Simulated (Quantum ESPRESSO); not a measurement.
## Convergence study of the plane-wave cutoff for Sb (R-3m, 2 atoms in the cell)

```yaml
crystal:
  lattice:
    - [3.97713, -2.16578, 0.00000]
    - [3.97713, 2.16578, 0.00000]
    - [2.79774, 0.00000, 3.56101]
  atoms:
    - { symbol: Sb, position: [0.23791, 0.23791, 0.23791] }
    - { symbol: Sb, position: [0.76650, 0.76650, 0.76650] }
```

Method: PBEsol, GBRV 1.5 ultrasoft (PBESOL) pseudopotentials (plane waves; Quantum ESPRESSO 7.5).

Base settings: ecutwfc = 40 Ry; ecutrho = 200 Ry; occupations = smearing; smearing = fermi-dirac; degauss = 0.0073499 Ry; potentials = {Sb: sb_pbesol_v1.4.uspp.F.UPF}; K_POINTS = automatic 3 3 3 0 0 0; conv_thr = 1e-10 Ry; mixing_beta = 0.7.

Moved along: ecutrho.

The second cell is the first with its lattice scaled by 0.98.

The mesh stays at the base's, so the ladder's end is converged at best in this setting alone.

Only quantities that move along the ladder and can be compared are tabulated; the gap is left out on so coarse a mesh.

The count of work is k-points × plane waves × bands × iterations; it is no time. 

The starting cell has typed, rounded lattice constants, without a prior relaxation at this level. Its lattice was rescaled by up to half a per cent. One atom was moved a little off its site on purpose.

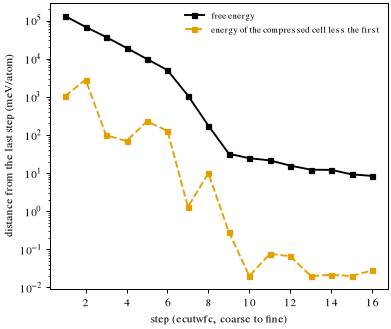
Distance from the last step along the ladder; very small values are drawn at a floor.

| ecutwfc | free energy less the last step's (meV/atom) | energy of the compressed cell less the first (meV/atom) | pressure (GPa) | largest difference of a force vector from the last step's (eV/Å) | count of work / last |
|---|---|---|---|---|---|
| 14 Ry | 130506.63 | 1059.11 | -1956.50 | 3.375 | 0.076 |
| 16 Ry | 68063.34 | 2827.63 | -1215.85 | 0.640 | 0.069 |
| 18 Ry | 36924.34 | -83.63 | -749.22 | 0.069 | 0.083 |
| 20 Ry | 19124.18 | -54.25 | -441.46 | 0.008 | 0.11 |
| 22 Ry | 9765.64 | 242.98 | -256.92 | 0.024 | 0.11 |
| 24 Ry | 5000.14 | -112.69 | -150.34 | 0.052 | 0.13 |
| 28 Ry | 1072.23 | 13.50 | -44.14 | 0.003 | 0.18 |
| 32 Ry | 174.79 | 4.94 | -10.12 | 0.001 | 0.22 |
| 36 Ry | 32.08 | 15.08 | -1.57 | 0.000 | 0.26 |
| 40 Ry | 24.50 | 14.79 | -0.62 | 0.000 | 0.27 |
| 44 Ry | 21.48 | 14.73 | -0.82 | 0.000 | 0.31 |
| 48 Ry | 15.71 | 14.74 | -0.81 | 0.000 | 0.35 |
| 54 Ry | 12.26 | 14.79 | -0.62 | 0.000 | 0.43 |
| 60 Ry | 12.11 | 14.78 | -0.64 | 0.000 | 0.50 |
| 70 Ry | 9.24 | 14.80 | -0.66 | 0.000 | 0.62 |
| 80 Ry | 8.44 | 14.77 | -0.63 | 0.000 | 0.76 |
| 96 Ry | 0.00 | 14.80 | -0.89 | 0.000 | 1.0 |

Coarsest ecutwfc that holds the pressure within 1 GPa of the last step, with all finer ones: 36 Ry, at 0.26 of the last step's count of work; the step before is off by 9.2 GPa.

Coarsest ecutwfc that holds the free energy within 5 meV/atom: not settled: the last two steps still differ by 8.4 meV/atom, over half the tolerance, so the ladder does not show it.

Coarsest ecutwfc that holds the forces within 0.005 eV/Å of the last step, with all finer ones: 28 Ry, at 0.18 of the last step's count of work; the step before is off by 0.052 eV/Å.

Two neighbours can agree and both be off: 54 Ry and 60 Ry differ by 0.14 meV/atom in the free energy, yet lie about 12 meV/atom from the last step.

At the lowest cutoff the pressure lies 1960 GPa under the last step's, the usual sign of Pulay stress in an incomplete plane-wave basis.
